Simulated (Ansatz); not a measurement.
Geometry relaxation of WH5BrOF2 (part 1 of 2)

- system: WH5BrOF2
- method: RKS revPBE-D4/def2-SVP (Ansatz 0.2.0)

The run did not end well. The input holds or restrains some coordinates. It belongs to a series of runs on one base structure; here: pulled along the bonds that form and break, towards end B.

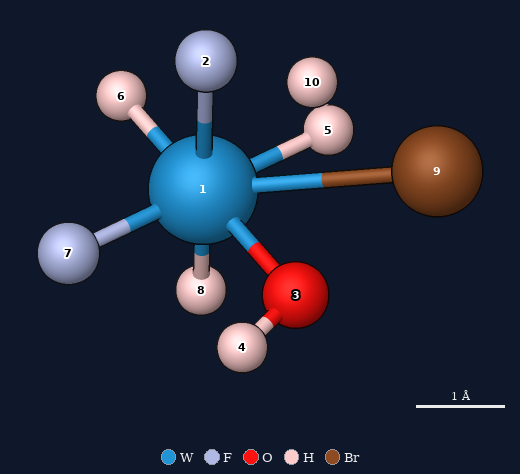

**Figure 1.** The structure as given in the input (ball-and-stick view, seen at a tilt; atoms are numbered from 1 in the order of the input). Sticks mark near contacts.

### Input
```yaml
crystal:
  periodic: [false, false, false]
  atoms:
    - { symbol: W, position_ang: [0.0, 0.0, 0.0] }
    - { symbol: F, position_ang: [0.0, 0.0, 2.2] }
    - { symbol: O, position_ang: [1.94, 0.0, 0.0] }
    - { symbol: H, position_ang: [2.2771, -0.9519, -0.0197] }
    - { symbol: H, position_ang: [0.0, 1.72, 0.0] }
    - { symbol: H, position_ang: [-1.72, 0.0, 0.0] }
    - { symbol: F, position_ang: [0.0, -1.85, 0.0] }
    - { symbol: H, position_ang: [0.0, 0.0, -1.72] }
    - { symbol: Br, position_ang: [1.8861, 1.9648, 0.905] }
    - { symbol: H, position_ang: [0.861, 0.8969, 2.1051] }
basis:
  gaussian: { orbitals: def2-SVP }
hamiltonian:
  xc: revpbe
  dispersion: d4
relax:
  f_tol: 0.15
  max_steps: 25
  restrain:
    - { distance: [0, 8], at: 2.57, k: 30.0 }
    - { distance: [9, 1], at: 0.92, k: 30.0 }
    - { distance: [0, 1], at: 3.05, k: 30.0 }
    - { distance: [9, 8], at: 2.75, k: 30.0 }
```

Run on 4 threads of Arm Neoverse V2, 24 GiB of memory available, shared host.

Launched with:
```bash
ansatz run input.yaml --threads 4 --pin off --max-ram 5120MiB --backend cpu --events-out ev --progress --plain --runs-dir out
```

### What the program printed
```
The last accepted step is kept in [file] (removed where the run ends without a failure and the disk answers)
Engine: ansatz 0.2.0, aarch64-unknown-linux-gnu
Functional definition: revPBE
  parameter kappa = 1.245
  parameter beta = 0.06672455060314922
  exchange = pbe_x(kappa = kappa, mu = beta*pi^2/3)
  correlation = pbe_c(beta = beta)
1381 factors; their error is unknown
mean field evaluation 1: about -79400.7964 eV, gradient 6.9e1 eV
mean field evaluation 2: about -79191.2331 eV, gradient 2.6e2 eV
mean field evaluation 4: about -79366.1098 eV, gradient 1.2e2 eV
mean field evaluation 8: about -79409.7526 eV, gradient 2.7e-2 eV
mean field evaluation 16: about -79396.0831 eV, gradient 5.3e1 eV
mean field evaluation 32: about -79409.5436 eV, gradient 1.0e0 eV
mean field -79409.64512404 eV, -2918.2506325179 hartree, gradient 1.1e-5 eV, S^2 0.000000; 4 other end points of the search recorded, 0 dependent functions left out
the calculation of the forces begins
reference -79409.64520545 eV, -2918.2506355096 hartree; 40, 40 occupied and 91, 91 virtual orbitals, 1381 factors
relax step   1: F+E_penalty+E_count = -79410.35813290 eV  Δ(F+E_penalty+E_count) = +0.000e0 eV  max|allowed force component| = 6.104e0 eV/Å  E_restraint = 24.48439069 eV  max|allowed force component, restraints' pulls added| = 2.452e1 eV/Å  Δτ_max = 0.0000 Å  (187 SCF iters, accepted)
  distance W 0 - Br 8 = 2.8700 Å
  distance H 9 - F 1 = 1.2469 Å
  distance W 0 - F 1 = 2.2000 Å
  distance H 9 - Br 8 = 1.9056 Å
these checks for a lower state are left out or cut short: starts, cluster_reference, orbital_swaps, neighbouring_geometries, increment
1381 factors; their error is unknown
mean field -79410.42517448 eV, -2918.2792988428 hartree, gradient 2.3e-5 eV, S^2 0.000000; 0 other end points of the search recorded, 0 dependent functions left out
[... from here on the field's lines of each further geometry are left out, up to the last ...]
relax step   2: F+E_penalty+E_count = -79411.11173987 eV  Δ(F+E_penalty+E_count) = -7.536e-1 eV  max|allowed force component| = 5.115e0 eV/Å  E_restraint = 10.55000456 eV  max|allowed force component, restraints' pulls added| = 1.530e1 eV/Å  Δτ_max = 0.1906 Å  (46 SCF iters, accepted)
relax step   3: F+E_penalty+E_count = -79411.86925571 eV  Δ(F+E_penalty+E_count) = -7.575e-1 eV  max|allowed force component| = 2.955e0 eV/Å  E_restraint = 2.60006868 eV  max|allowed force component, restraints' pulls added| = 8.520e0 eV/Å  Δτ_max = 0.1948 Å  (46 SCF iters, accepted)
relax step   4: F+E_penalty+E_count = -79413.48881939 eV  Δ(F+E_penalty+E_count) = -1.620e0 eV  max|allowed force component| = 1.949e0 eV/Å  E_restraint = 0.12527463 eV  max|allowed force component, restraints' pulls added| = 2.254e0 eV/Å  Δτ_max = 0.1918 Å  (47 SCF iters, accepted)
relax step   5: F+E_penalty+E_count = -79414.32816016 eV  Δ(F+E_penalty+E_count) = -8.393e-1 eV  max|allowed force component| = 8.061e-1 eV/Å  E_restraint = 0.00467639 eV  max|allowed force component, restraints' pulls added| = 8.061e-1 eV/Å  Δτ_max = 0.1949 Å  (39 SCF iters, accepted)
relax step   6: F+E_penalty+E_count = -79414.72264117 eV  Δ(F+E_penalty+E_count) = -3.945e-1 eV  max|allowed force component| = 6.214e-1 eV/Å  E_restraint = 0.00870199 eV  max|allowed force component, restraints' pulls added| = 6.197e-1 eV/Å  Δτ_max = 0.1950 Å  (39 SCF iters, accepted)
relax step   7: F+E_penalty+E_count = -79414.86113826 eV  Δ(F+E_penalty+E_count) = -1.385e-1 eV  max|allowed force component| = 1.359e0 eV/Å  E_restraint = 0.04349552 eV  max|allowed force component, restraints' pulls added| = 2.777e0 eV/Å  Δτ_max = 0.1906 Å  (40 SCF iters, accepted)
relax step   8: F+E_penalty+E_count = -79415.03903445 eV  Δ(F+E_penalty+E_count) = -1.779e-1 eV  max|allowed force component| = 5.699e-1 eV/Å  E_restraint = 0.00851515 eV  max|allowed force component, restraints' pulls added| = 6.717e-1 eV/Å  Δτ_max = 0.1998 Å  (39 SCF iters, accepted)
relax step   9: F+E_penalty+E_count = -79415.16323601 eV  Δ(F+E_penalty+E_count) = -1.242e-1 eV  max|allowed force component| = 6.916e-1 eV/Å  E_restraint = 0.00267530 eV  max|allowed force component, restraints' pulls added| = 6.916e-1 eV/Å  Δτ_max = 0.1948 Å  (39 SCF iters, accepted)
relax step  10: F+E_penalty+E_count = -79415.29943534 eV  Δ(F+E_penalty+E_count) = -1.362e-1 eV  max|allowed force component| = 1.037e0 eV/Å  E_restraint = 0.00252854 eV  max|allowed force component, restraints' pulls added| = 1.037e0 eV/Å  Δτ_max = 0.1931 Å  (39 SCF iters, accepted)
relax step  11: F+E_penalty+E_count = -79415.47400693 eV  Δ(F+E_penalty+E_count) = -1.746e-1 eV  max|allowed force component| = 4.067e-1 eV/Å  E_restraint = 0.00423208 eV  max|allowed force component, restraints' pulls added| = 4.067e-1 eV/Å  Δτ_max = 0.1994 Å  (38 SCF iters, accepted)
relax step  12: F+E_penalty+E_count = -79415.55487414 eV  Δ(F+E_penalty+E_count) = -8.087e-2 eV  max|allowed force component| = 7.270e-1 eV/Å  E_restraint = 0.00472464 eV  max|allowed force component, restraints' pulls added| = 7.270e-1 eV/Å  Δτ_max = 0.1951 Å  (39 SCF iters, accepted)
relax step  13: F+E_penalty+E_count = -79415.60845770 eV  Δ(F+E_penalty+E_count) = -5.358e-2 eV  max|allowed force component| = 1.451e0 eV/Å  E_restraint = 0.01308108 eV  max|allowed force component, restraints' pulls added| = 1.451e0 eV/Å  Δτ_max = 0.1932 Å  (38 SCF iters, accepted)
relax step  14: F+E_penalty+E_count = -79415.67950392 eV  Δ(F+E_penalty+E_count) = -7.105e-2 eV  max|allowed force component| = 1.651e0 eV/Å  E_restraint = 0.00855061 eV  max|allowed force component, restraints' pulls added| = 1.651e0 eV/Å  Δτ_max = 0.1939 Å  (39 SCF iters, accepted)
relax step  15: F+E_penalty+E_count = -79415.76850757 eV  Δ(F+E_penalty+E_count) = -8.900e-2 eV  max|allowed force component| = 1.835e0 eV/Å  E_restraint = 0.01275707 eV  max|allowed force component, restraints' pulls added| = 1.835e0 eV/Å  Δτ_max = 0.1948 Å  (38 SCF iters, accepted)
relax step  16: F+E_penalty+E_count = -79415.92100532 eV  Δ(F+E_penalty+E_count) = -1.525e-1 eV  max|allowed force component| = 8.641e-1 eV/Å  E_restraint = 0.00608390 eV  max|allowed force component, restraints' pulls added| = 8.641e-1 eV/Å  Δτ_max = 0.1996 Å  (38 SCF iters, accepted)
relax step  17: F+E_penalty+E_count = -79416.01958756 eV  Δ(F+E_penalty+E_count) = -9.858e-2 eV  max|allowed force component| = 9.438e-1 eV/Å  E_restraint = 0.01800770 eV  max|allowed force component, restraints' pulls added| = 1.451e0 eV/Å  Δτ_max = 0.1940 Å  (38 SCF iters, accepted)
relax step  18: F+E_penalty+E_count = -79416.07566955 eV  Δ(F+E_penalty+E_count) = -5.608e-2 eV  max|allowed force component| = 4.628e-1 eV/Å  E_restraint = 0.00694029 eV  max|allowed force component, restraints' pulls added| = 4.644e-1 eV/Å  Δτ_max = 0.2000 Å  (37 SCF iters, accepted)
relax step  19: F+E_penalty+E_count = -79416.08417529 eV  Δ(F+E_penalty+E_count) = -8.506e-3 eV  max|allowed force component| = 5.367e-1 eV/Å  E_restraint = 0.00425254 eV  max|allowed force component, restraints' pulls added| = 3.897e-1 eV/Å  Δτ_max = 0.2000 Å  (40 SCF iters, accepted)
relax step  20: F+E_penalty+E_count = -79416.12468790 eV  Δ(F+E_penalty+E_count) = -4.051e-2 eV  max|allowed force component| = 9.919e-1 eV/Å  E_restraint = 0.02044482 eV  max|allowed force component, restraints' pulls added| = 1.684e0 eV/Å  Δτ_max = 0.1346 Å  (40 SCF iters, accepted)
relax step  21: F+E_penalty+E_count = -79416.15497436 eV  Δ(F+E_penalty+E_count) = -3.029e-2 eV  max|allowed force component| = 1.098e0 eV/Å  E_restraint = 0.00197965 eV  max|allowed force component, restraints' pulls added| = 9.508e-1 eV/Å  Δτ_max = 0.1407 Å  (33 SCF iters, accepted)
relax step  22: F+E_penalty+E_count = -79416.19660161 eV  Δ(F+E_penalty+E_count) = -4.163e-2 eV  max|allowed force component| = 7.662e-1 eV/Å  E_restraint = 0.00628236 eV  max|allowed force component, restraints' pulls added| = 4.268e-1 eV/Å  Δτ_max = 0.2000 Å  (40 SCF iters, accepted)
relax step  23: F+E_penalty+E_count = -79416.16295403 eV  Δ(F+E_penalty+E_count) = +3.365e-2 eV  max|allowed force component| = 1.876e0 eV/Å  E_restraint = 0.07392845 eV  max|allowed force component, restraints' pulls added| = 3.758e0 eV/Å  Δτ_max = 0.1924 Å  (40 SCF iters, rejected (line search))
the calculation of the forces begins
reference -79415.60026396 eV, -2918.4694798733 hartree; 40, 40 occupied and 91, 91 virtual orbitals, 1381 factors
relax step  24: F+E_penalty+E_count = -79416.23168125 eV  Δ(F+E_penalty+E_count) = -3.508e-2 eV  max|allowed force component| = 4.993e-1 eV/Å  E_restraint = 0.01442423 eV  max|allowed force component, restraints' pulls added| = 8.965e-1 eV/Å  Δτ_max = 0.0941 Å  (34 SCF iters, accepted)
  distance W 0 - Br 8 = 2.5849 Å
  distance H 9 - F 1 = 0.9447 Å
  distance W 0 - F 1 = 3.0413 Å
  distance H 9 - Br 8 = 2.7425 Å
these checks for a lower state are left out or cut short: starts, cluster_reference, orbital_swaps, neighbouring_geometries, increment
1381 factors; their error is unknown
mean field -79415.61281188 eV, -2918.4699410009 hartree, gradient 1.9e-5 eV, S^2 0.000000; 0 other end points of the search recorded, 0 dependent functions left out
the calculation of the forces begins
reference -79415.61289135 eV, -2918.4699439214 hartree; 40, 40 occupied and 91, 91 virtual orbitals, 1381 factors
relax step  25: F+E_penalty+E_count = -79416.24402243 eV  Δ(F+E_penalty+E_count) = -1.234e-2 eV  max|allowed force component| = 5.186e-1 eV/Å  E_restraint = 0.01207702 eV  max|allowed force component, restraints' pulls added| = 5.868e-1 eV/Å  Δτ_max = 0.0996 Å  (32 SCF iters, accepted)
```

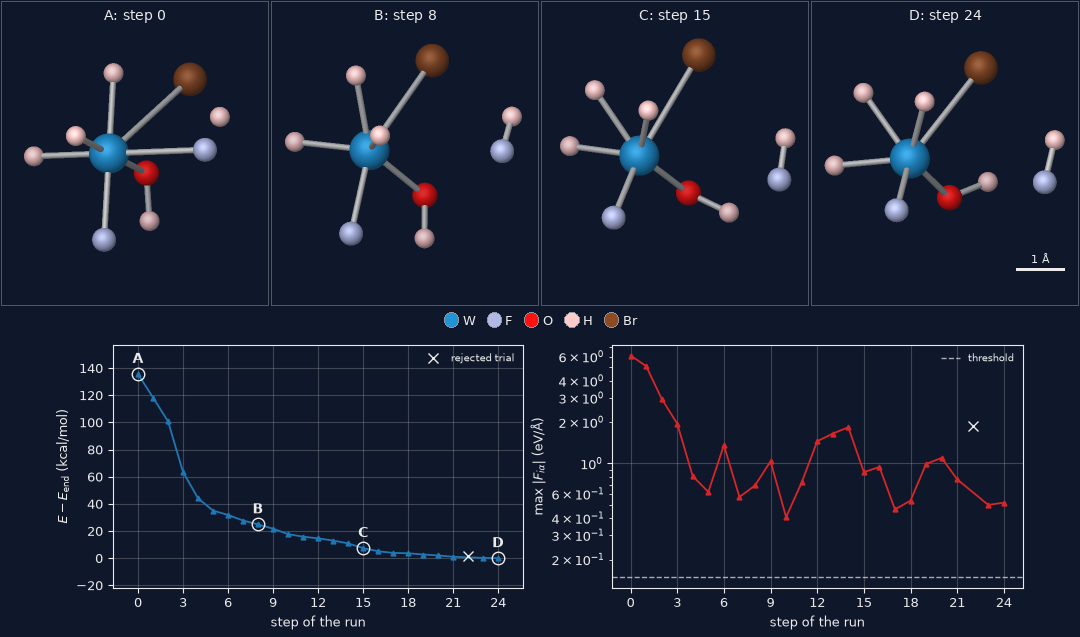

**Figure 2.** Frames of the restrained relaxation (ball-and-stick view, seen at a tilt) above the curves, on which the letters mark them (the first geometry is step 0 here and step 1 in the log).

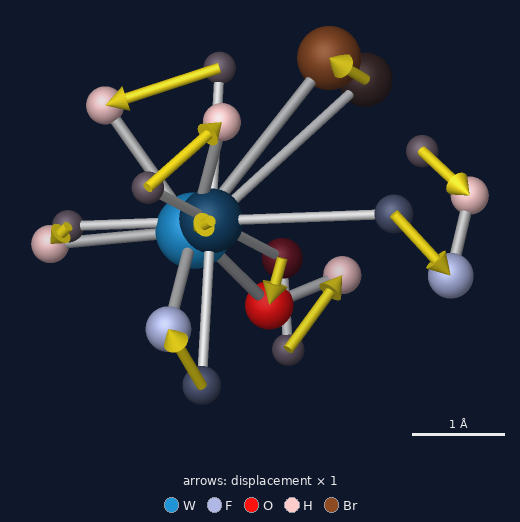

**Figure 3.** Start (faint) and end (solid) with the displacements as yellow arrows, at true length (ball-and-stick view, seen at a tilt). The two geometries are laid on each other by the best rigid fit. The relaxation stopped without meeting its thresholds, so the last structure isn't shown to be converged. H5 moves most after the best rigid fit: 1.32 Å. Largest moves by element: H 1.32 Å, F 1.08 Å, Br 0.67 Å, O 0.54 Å, W 0.37 Å. Among the contacts that change: W1–F2 2.200 → 3.042 Å, F2–H10 1.247 → 0.941 Å, W1–Br9 2.870 → 2.586 Å, W1–O3 1.940 → 1.893 Å. New bonds form: F2–H10 (1.25 → 0.94 Å). Bonds break: W1–F2 (2.20 → 3.04 Å). Among the angles that change: H5–W1–F7 180.0° → 115.3°, H6–W1–Br9 131.1° → 67.7°, O3–W1–H6 180.0° → 139.7°. After 24 geometry steps the energy has fallen by 135.7 kcal/mol. The largest force component goes from 6.1 to 0.52 eV/Å. The line search rejected the trial step at point 22 (counted from 0) and went back. (Atoms are counted from 1 in the order of the input.)

```
  distance W 0 - Br 8 = 2.5860 Å
  distance H 9 - F 1 = 0.9411 Å
  distance W 0 - F 1 = 3.0416 Å
  distance H 9 - Br 8 = 2.7443 Å
Unfinished report: {"positions_ang":[[0.24849658278032666,-0.02326485370846462,-0.32605490915741514],[0.46202533707441507,-0.7194888576473721,2.62703664605096],[2.086449250573133,-0.43300073838246184,-0.1357911757908496],[2.7127826765240495,0.01286131808270586,0.47718634935899684],[-0.3538654351457639,1.3154448572318957,-1.1541748965677552],[-0.9592830093963616,0.8477690518440502,0.4576167074704752],[-0.9383256061404736,-1.4472388927182156,-0.14625984013127935],[0.2503091276845512,-0.039701010067980526,-2.012604712970998],[1.1752831798954935,2.066079501320612,0.8836172926459828],[0.5603278961506329,0.20033962404523137,2.7998285390918825]],"unchecked":["starts","cluster_reference","orbital_swaps","neighbouring_geometries","increment"],"mean_field":{"relativity":"none","state":{"energy":{"ev":-79415.61289135275,"hartree":-2918.469943921422},"converged":true,"gradient_ev":0.00001875409893761886,"stability":{"kind":"minimum","curvature_ev":63.5761502389347},"curvature_floor_ev":0.00030000000000000003,"spin_squared":-2.842170943040401e-14},"others":[],"fillings":{"estimated":0,"unestimated":0,"tried":0,"untried":0,"excluded_magnetic_sites":0},"n_dropped_functions":0,"n_trapped_functions":0,"passes":{"evaluations":4,"products":28},"factors":{"origin":"density fitting in generated functions","count":1381,"bound_ev":null},"gradient_stop_ev":0.00009,"reference_kind":"stationary","functional":{"name":"revPBE","citations":["Zhang & Yang, Phys. Rev. Lett. 80, 890 (1998) doi:10.1103/PhysRevLett.80.890","Perdew, Burke & Ernzerhof, Phys. Rev. Lett. 77, 3865 (1996) doi:10.1103/PhysRevLett.77.3865"],"text":"name \"revPBE\"\ncite \"Zhang & Yang, Phys. Rev. Lett. 80, 890 (1998) doi:10.1103/PhysRevLett.80.890\"\ncite \"Perdew, Burke & Ernzerhof, Phys. Rev. Lett. 77, 3865 (1996) doi:10.1103/PhysRevLett.77.3865\"\nparameter kappa = 1.245\nparameter beta = 0.06672455060314922\nexchange = pbe_x(kappa = kappa, mu = beta*pi^2/3)\ncorrelation = pbe_c(beta = beta)\n","parameters":{"beta":{"value":0.06672455060314922,"default":0.06672455060314922},"kappa":{"value":1.245,"default":1.245}},"final_grid":{"core_spheres":13.0,"valence_spheres":11.0,"degree":36.0},"final_grid_parameter_source":"default","radial_points_factor":1.0,"radial_grid_error_ev":3.302647371798941e-7,"grid_sensitivity":"normal","grid_sensitivity_ratio":0.001870803151768979},"unsmoothed_excess_ev":-0.00007947209877610489,"symmetry":{"irreps":["A"],"axes":[[0.9985529058332816,0.0225166324069826,0.04883743970519122],[-0.025188784122696203,0.9981791253176875,0.05480838379697473],[-0.04751441261690577,-0.055959226630334126,0.9973018327209697]],"occupied":[{"A":40},{"A":40}]},"density_repulsion":{"missed_ev":0.00010377505964376477,"excess_ev":0.00010377306665310338,"most_excess_ev":0.00104,"are_drawn_again":false,"n_first_factors":1381,"energy_change_ev":0.0,"n_dropped_ends":0},"direct_passes":"host"},"factors":{"origin":"density fitting in generated functions","count":1381,"bound_ev":null},"n_frozen":0,"n_occupied":[40,40],"n_virtual":[91,91],"reference":{"ev":-79415.61289135275,"hartree":-2918.469943921422},"dispersion":{"energy":{"ev":-0.6312105451189907,"hartree":-0.0231965596832486},"switches_in_reach":[]},"total":{"ev":-79416.24410189787,"hartree":-2918.4931404811055},"forces_ev_per_angstrom":[[-0.09570802964875026,-0.5186205690142105,0.03585931023609855],[-0.04945768960577844,0.02286929850614874,-0.25907064738586427],[-0.019533866184748658,-0.017910102991049157,0.013677987523067982],[-0.061622762535335426,0.03902551930951448,-0.07752963471624236],[0.010709331150304084,0.014136173460284725,0.006067712365434092],[-0.018191367996701686,0.04441089508232296,0.015812117659884092],[0.03757393012876977,0.006921673908382109,0.001479517088873698],[0.014728599019338887,-0.005958781206824529,0.008213268589536304],[0.14259672698187062,0.2673113020634013,0.35724523513501577],[0.038905128665526624,0.1478145909039762,-0.10175486641759833]],"charge_distribution":{"dipole_moment_e_ang":[0.19584773631324082,-0.05274497758301162,0.09433845101336247],"mulliken_charges_e":[0.8964490013234556,-0.1578924196885687,-0.30931112379064096,0.21598977313755097,-0.0933054073296784,-0.09662154739913986,-0.23490758654063804,-0.09517287680351139,-0.362265131512828,0.2370373186040211],"lowdin_charges_e":[-0.552252846733241,0.153203132824002,0.1909470848478394,-0.0027524049449019206,-0.019581712245156035,-0.049934818370358736,0.12921267434839478,-0.021779315737885607,0.21388575472053617,-0.040947548709262094]},"n_threads":4,"memory_gib":4.261363637633622,"seconds":{"hamiltonian":1.568986292,"orbitals":0.0,"second_order":0.0,"solver_start":0.0,"cycles":0.0,"cycle":0.0,"perturbative":0.0,"full_ci_increment":0.0,"forces":0.0}}
this run last wrote the structure of step 25 to [file]
Error: geometry relaxation did not converge after 25 steps: max|allowed force component| = 5.19e-1 eV/Å without the restraints, 5.87e-1 eV/Å with the forces of `relax.restrain` added, the figure compared with `relax.f_tol` (threshold 1.5e-1). Raise `relax.max_steps` over both its present limit and 25, loosen `relax.f_tol`, or start from a geometry closer to equilibrium; or lower a very stiff `relax.restrain[].k`, which can take fewer steps but ends farther from `at`. Where this run's directory can be resumed (`checkpoint.write`), a resume goes on for up to `relax.max_steps` more
```

### Trajectory as extended XYZ (Å, eV, eV/Å), 25 frames, from step=1 to step=25
```
10
Properties=species:S:1:pos:R:3:forces:R:3 step=1 energy=-79410.35813
W     0.0000    0.0000    0.0000    3.0546   1.9764   1.7279
F     0.0000    0.0000    2.2000    1.1647   1.5609  -0.2311
O     1.9400    0.0000    0.0000    1.3877  -6.1036  -2.4787
H     2.2771   -0.9519   -0.0197    0.1794   0.3544  -0.2851
H     0.0000    1.7200    0.0000   -2.3098   0.9561  -1.4112
H    -1.7200    0.0000    0.0000   -0.8180  -0.1566  -0.1583
F     0.0000   -1.8500    0.0000   -1.0292  -1.9164  -0.3862
H     0.0000    0.0000   -1.7200   -0.2284   0.2726   0.1349
Br    1.8861    1.9648    0.9050   -0.8027   3.6875   3.4073
H     0.8610    0.8969    2.1051   -0.5982  -0.6312  -0.3197
```
